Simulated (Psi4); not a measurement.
# CHFO (formyl fluoride): MP3/def2-TZVPP

What is the vertical ionisation energy of CHFO (formyl fluoride) at MP3/def2-TZVPP? 

The results are computed with Psi4 1.11.

1 further run of the same task is left out (set aside as unsound or not needed).

## Step 1: Starting point

CHFO has 4 atoms, charge 0, and is taken as a singlet. As SMILES, `O=CF`. The shape is that of a PBE0-D4/def2-TZVP optimisation.

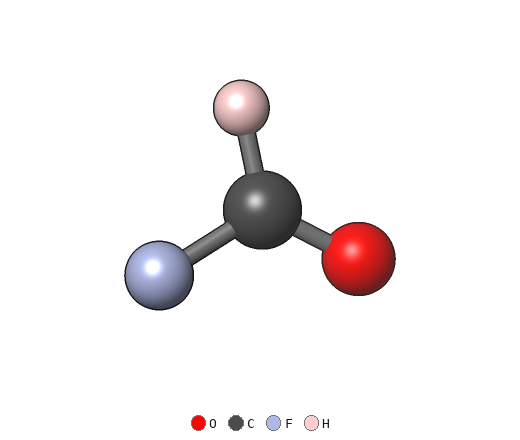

The structure, seen from a chosen angle (oxygen red, carbon dark grey, fluorine light blue, hydrogen pink).

## Step 2: The energy at MP3/def2-TZVPP

job.in reads:

```
memory 2200 MB

molecule mol {
  0 1
  O     -1.68060903     0.38017510     1.56420190
  C     -0.08768329     0.12759431     0.04085588
  F      1.10586773    -2.06322188    -0.34359000
  H      0.66242460     1.55547137    -1.26148667
  units au
  symmetry c1
  no_reorient
  no_com
}

set globals {
  basis def2-TZVPP
  puream true
  e_convergence 1e-09
  d_convergence 1e-08
  scf_type pk
  num_frozen_docc 3
  mp_type conv
}

e, wfn = energy('mp3', return_wfn=True)
```

Launch:

```
$ psi4 -n 1 job.in job.out
```

job.out:

```text
[...]
  Running in c1 symmetry.
[...]
  Nuclear repulsion =   67.665503844173571
[...]
  Multiplicity = 1
[...]
  Nalpha       = 12
  Nbeta        = 12
[...]
    Number of basis functions: 107
[...]
   @RHF iter   1:  -212.75593026619532   -6.54887e-01   4.53747e-03 DIIS/ADIIS
[...]
   @RHF iter  12:  -212.84395904710664   -2.04636e-12   2.89936e-09 DIIS
[...]
    Orbital Energies [Eh]
    ---------------------
    Doubly Occupied:
       1A    -26.343930     2A    -20.598431     3A    -11.433355
       4A     -1.673029     5A     -1.450005     6A     -0.913355
       7A     -0.796716     8A     -0.733374     9A     -0.731378
      10A     -0.641103    11A     -0.559395    12A     -0.513090
[...]
  @RHF Final Energy:  -212.84395904710664
   => Energetics <=
    Nuclear Repulsion Energy =             67.6655038441735712
    One-Electron Energy =                -428.2446103293315218
    Two-Electron Energy =                 147.7351474380512855
    Total Energy =                       -212.8439590471066367
[...]
 Multipole Moments:
 ------------------------------------------------------------------------------------
     Multipole            Electronic (a.u.)      Nuclear  (a.u.)        Total (a.u.)
 ------------------------------------------------------------------------------------
 L = 1.  Multiply by 2.5417464519 to convert [e a0] to [Debye]
 Dipole X            :          3.8474205           -3.3557378            0.4916827
 Dipole Y            :         13.6825360          -13.2065589            0.4759771
 Dipole Z            :         -9.0846551            8.4049538           -0.6797013
 Magnitude           :                                                    0.9645206
[...]
	SCS-MP2 Total Energy (a.u.)        :  -213.46251617056376
	SOS-MP2 Total Energy (a.u.)        :  -213.45475322760316
[...]
	SOS-PI-MP2 Total Energy (a.u.)     :  -213.50173739533366
[...]
	MP2 Total Energy (a.u.)            :  -213.47804205648492
[...]
	SCS-MP3 Total Energy (a.u.)        :  -213.46151480423921
[...]
	MP3 Total Energy (a.u.)            :  -213.47403659118675
[...]
```

It took 11 s on 1 thread of Intel Xeon 6975P-C (Granite Rapids), shared host; peak memory 1.4 GiB.

## Step 3: The doublet cation

calc.py reads:

```python
import psi4

psi4.set_memory('2200 MB')
psi4.set_num_threads(1)
psi4.set_output_file('psi4.out', False)

mol = psi4.geometry("""
1 2
O     -1.68060903     0.38017510     1.56420190
C     -0.08768329     0.12759431     0.04085588
F      1.10586773    -2.06322188    -0.34359000
H      0.66242460     1.55547137    -1.26148667
units au
symmetry c1
""")

options = {'reference': 'uhf', 'puream': True, 'e_convergence': 1e-09, 'd_convergence': 1e-08, 'scf_type': 'pk', 'num_frozen_docc': 3, 'maxiter': 100, 'mp_type': 'conv'}
psi4.set_options(options)

e = psi4.energy('mp3/def2-TZVPP')
print(f'total energy {e:.8f} hartree = {e * 27.211386:.5f} eV')
```

Launch:

```
$ python calc.py
```

psi4.out:

```text
[...]
  Running in c1 symmetry.
[...]
  Nuclear repulsion =   67.665503844173571
[...]
  Multiplicity = 2
[...]
  Nalpha       = 12
  Nbeta        = 11
[...]
    Number of basis functions: 107
[...]
   @UHF iter   1:  -212.26581796247268   -1.64774e-01   4.32415e-03 DIIS/ADIIS
[...]
   @UHF iter  19:  -212.43558754389943   -1.50067e-11   6.61321e-09 DIIS
[...]
   @S^2 Observed:                7.706518852E-01
[...]
    Orbital Energies [Eh]
    ---------------------
    Alpha Occupied:
       1A    -26.671235     2A    -21.089287     3A    -11.792049
       4A     -2.001695     5A     -1.921119     6A     -1.256527
       7A     -1.187897     8A     -1.135951     9A     -1.071874
      10A     -1.006685    11A     -0.975016    12A     -0.947914
    Alpha Virtual:
      13A     -0.197832    14A     -0.059111    15A     -0.042170
      16A     -0.009341    17A      0.067438    18A      0.118825
      19A      0.170634    20A      0.262075    21A      0.287379
      22A      0.351725    23A      0.362941    24A      0.384983
      25A      0.450311    26A      0.456540    27A      0.525445
[...]
  @UHF Final Energy:  -212.43558754389943
   => Energetics <=
    Nuclear Repulsion Energy =             67.6655038441735712
    One-Electron Energy =                -419.5312498418246605
    Two-Electron Energy =                 139.4301584537516305
    Total Energy =                       -212.4355875438994303
  UHF NO Occupations:
  HONO-2 :   10  A 1.9969980
  HONO-1 :   11  A 1.9952798
[...]
 Multipole Moments:
 ------------------------------------------------------------------------------------
     Multipole            Electronic (a.u.)      Nuclear  (a.u.)        Total (a.u.)
 ------------------------------------------------------------------------------------
 L = 1.  Multiply by 2.5417464519 to convert [e a0] to [Debye]
 Dipole X            :          0.1430877           -0.2277781           -0.0846904
 Dipole Y            :         -0.6257478            1.8022228            1.1764750
 Dipole Z            :          0.0912366           -0.4500990           -0.3588624
 Magnitude           :                                                    1.2329023
[...]
	SCS-MP2 Total Energy (a.u.)        :  -212.99017753811086
	SOS-MP2 Total Energy (a.u.)        :  -212.98459074830893
[...]
	SOS-PI-MP2 Total Energy (a.u.)     :  -213.02682176403272
[...]
	MP2 Total Energy (a.u.)            :  -213.00135111771471
[...]
	SCS-MP3 Total Energy (a.u.)        :  -212.99270608297627
[...]
	MP3 Total Energy (a.u.)            :  -213.01146529717633
[...]
```

Standard output:

```text
total energy -213.01146530 hartree = -5796.33720 eV
```

Run time: 25 s. Hardware: 1 thread of Intel Xeon 6975P-C (Granite Rapids), shared host; peak memory 1.5 GiB.

## Step 4: Results

Level: MP3/def2-TZVPP, 3 core orbitals frozen.

| quantity | value |
| --- | --- |
| singlet CHFO: total energy | -213.47404 Eh |
| singlet CHFO: HOMO energy (Hartree–Fock orbitals) | -13.96 eV |
| singlet CHFO: LUMO energy (Hartree–Fock orbitals) | 3.49 eV |
| singlet CHFO: HOMO–LUMO gap (Hartree–Fock orbitals) | 17.46 eV |
| singlet CHFO: correlation energy (3 core orbitals frozen) | -630.1 mEh |
| doublet cation: total energy | -213.01147 Eh |
| doublet cation: HOMO energy (Hartree–Fock orbitals) (highest over α and β) | -25.50 eV |
| doublet cation: LUMO energy (Hartree–Fock orbitals) (lowest over α and β) | -8.74 eV |
| doublet cation: correlation energy (3 core orbitals frozen) | -575.9 mEh |
| doublet cation: ⟨S²⟩ of the reference determinant | 0.771 |
| vertical ionisation energy (to the doublet cation) | 12.587 eV |

In words: The vertical ionisation energy comes to 12.59 eV (1214 kJ/mol).
